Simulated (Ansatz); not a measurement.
Consider Ca3Zn3Pd2.

```
Ca Zn Pd
1.0
     7.42390    0.00000    0.00000
    -3.71195    6.42928    0.00000
     0.00000    0.00000   11.72217
Ca Zn Pd
9 9 6
Direct
  0.32820 0.32820 0.00000
  0.99487 0.66154 0.33333
  0.66154 0.99487 0.66667
  0.67180 0.00000 0.00000
  0.33846 0.33333 0.33333
  0.00513 0.66667 0.66667
  0.00000 0.67180 0.00000
  0.66667 0.00513 0.33333
  0.33333 0.33846 0.66667
  0.01109 0.34443 0.16667
  0.67776 0.67776 0.50000
  0.34443 0.01109 0.83333
  0.65557 0.66667 0.16667
  0.32224 0.00000 0.50000
  0.98891 0.33333 0.83333
  0.33333 0.98891 0.16667
  0.00000 0.32224 0.50000
  0.66667 0.65557 0.83333
  0.66667 0.33333 0.17040
  0.33333 0.66667 0.50373
  0.00000 0.00000 0.83707
  0.00000 0.00000 0.16293
  0.66667 0.33333 0.49627
  0.33333 0.66667 0.82960
```

Space group R32; a structure from a database of computed crystals, not necessarily the ambient phase; a generated structure, not necessarily the stable one; changed on purpose from its base cell (volume × 0.97, shape and atoms relaxed).

Method: DFT PBE, scalar-relativistic, plane waves, PAW (Ansatz).

Question: What can the converged valence pseudo-density and electron localisation function tell about the bonding?

Answer: Ca–Pd (3.10 Å): ρ is about 0.14 e/Å³ halfway, with its minimum of 0.12 e/Å³ about 1.4 Å from Ca; the ELF is about 0.20 at the midpoint: no shared electron pair shows on this line.
Ca–Zn (3.11 Å): ρ at the midpoint is about 0.11 e/Å³; the ELF is about 0.20 at the midpoint (no shared electron pair shows on this line).
Ca–Zn (3.15 Å): ρ is about 0.1 e/Å³ halfway; the ELF is about 0.20 at the midpoint (no shared electron pair shows on this line).
Ca–Pd (3.20 Å): ρ is about 0.13 e/Å³ halfway, with its minimum of 0.11 e/Å³ about 1.4 Å from Ca; the ELF is about 0.20 at the midpoint: no localised pair shows between them.

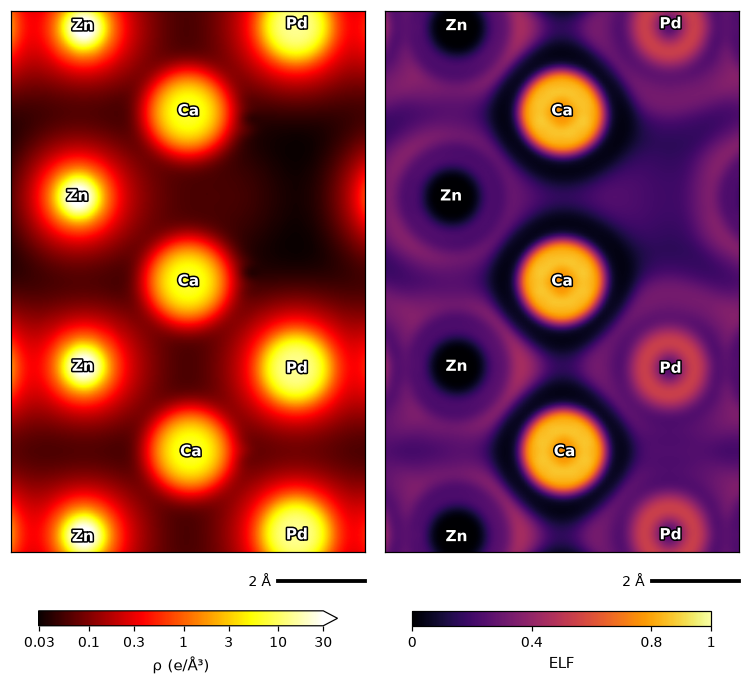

Computed valence pseudo-density and electron localisation function on the (100) plane of the conventional cell, in this order. 

In a PAW calculation such maps are meaningful between the atoms, not at the nuclei.
